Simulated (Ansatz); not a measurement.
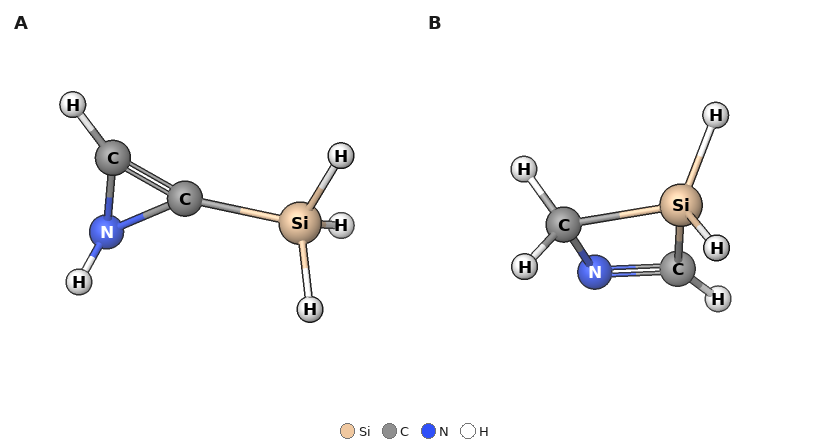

2 stationary structures of one formula. Geometries: PBE0-D4/def2-TZVP. Electronic energies: RHF-MP2 (frozen core)/def2-QZVPP (Ansatz 0.2.0), without zero-point energy.

> Are they conformers, stereoisomers or constitutional isomers?

They are constitutional isomers of C2H5NSi: A `[SiH3]C1=CN1`, B `C1=NC[SiH2]1`.

> Which is lowest in energy, and by how much?

B is lowest (a minimum); A lies 183.3 kJ/mol above it (a minimum).

Give E(B) − E(A) in kJ/mol at these levels too: PBE0-D4/def2-QZVPP; HSE06 (plane-wave form)-D4/def2-TZVPP; r2SCANh-D4/def2-TZVPP; RHF-CCSD(T) (frozen core)/def2-SVP; SPW92 (LDA)/def2-TZVPP; revPBE-D4/def2-TZVPP; PBE0-D4/def2-TZVP; direct RPA on PBE orbitals (frozen core)/def2-TZVPP.

```json
{"level": "PBE0-D4/def2-QZVPP", "E(B) − E(A) (kJ/mol)": "−189.2"}
{"level": "HSE06 (plane-wave form)-D4/def2-TZVPP", "E(B) − E(A) (kJ/mol)": "−189.9"}
{"level": "r2SCANh-D4/def2-TZVPP", "E(B) − E(A) (kJ/mol)": "−185.8"}
{"level": "RHF-CCSD(T) (frozen core)/def2-SVP", "E(B) − E(A) (kJ/mol)": "−187.2"}
{"level": "SPW92 (LDA)/def2-TZVPP", "E(B) − E(A) (kJ/mol)": "−192.3"}
{"level": "revPBE-D4/def2-TZVPP", "E(B) − E(A) (kJ/mol)": "−181.0"}
{"level": "PBE0-D4/def2-TZVP", "E(B) − E(A) (kJ/mol)": "−190.4"}
{"level": "direct RPA on PBE orbitals (frozen core)/def2-TZVPP", "E(B) − E(A) (kJ/mol)": "−186.6"}
```
